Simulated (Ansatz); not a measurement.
GaP (zinc blende), conventional cell a = 5.4384 Å, b = 5.4384 Å, c = 5.4384 Å, α = 90.00°, β = 90.00°, γ = 90.00°. The calculation uses the primitive cell of 2 atoms, to which meshes and values per cell refer.

E(V) scan at fixed shape, V₀ the volume above. Symmetry pins the atoms to their sites.

Level of theory: PBEsol (plane waves to 420 eV, PAW, scalar-relativistic; Ansatz, an electronic-structure program). k mesh 11×11×11 (Γ-centred), Fermi-Dirac smearing 0.05 eV. The energy includes the smearing's −TS. Compression counts positive. GaP was relaxed with its symmetry unable to fall. ΔE is measured from the relaxed starting cell.

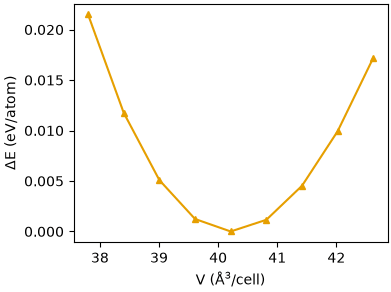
Figure: ΔE (eV/atom) against V (Å³/cell); markers are the computed points, lines only join them.

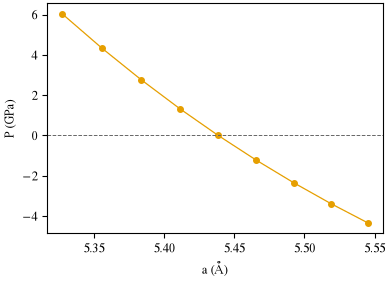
Figure: P (GPa) against a (Å); markers are the computed points, lines only join them.

The energy cost of the largest expansion is 17.2 meV/atom. The pressure derivative B₀′ (fit) is 4.5. The pressure for 5 % compression (fit) is 4.9 GPa. The energy cost of the largest compression is 21.5 meV/atom and the bulk modulus B₀ (third-order Birch-Murnaghan fit) is 84.9 GPa.

P = (3B₀/2)(x⁷ − x⁵)[1 + ¾(B₀′ − 4)(x² − 1)] with x = (1/0.95)^(1/3), B₀ = 84.9 GPa and B₀′ = 4.46.

(Under strain, the slope of the energy per volume gives the stress and its curvature an elastic modulus.)
